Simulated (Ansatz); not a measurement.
The reference is SiO2 in the rutile structure (space group P4_2/mnm, No. 136; a = 4.2359 Å, c = 2.6899 Å).

Now apply this change: the cell is scaled by 0.9938 in all directions, atoms relaxed at fixed cell.

Method: Ansatz (a quantum-chemistry and plane-wave program), PBE, PAW, cutoff 420 eV, without spin-orbit coupling, earlier PAW set.

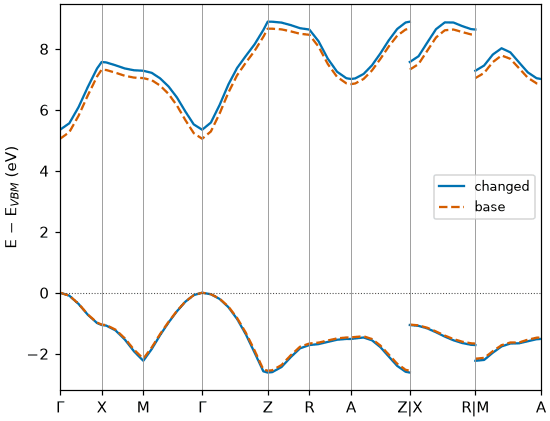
Highest valence and lowest conduction band along the path, each from its own valence-band maximum

### Question
From the figure, how large is the changed gap, and is it direct?

### Answer
About 5.3 eV, direct at Γ.

The cells carry an imposed strain or load. Whether these cells are dynamically stable was not tested.
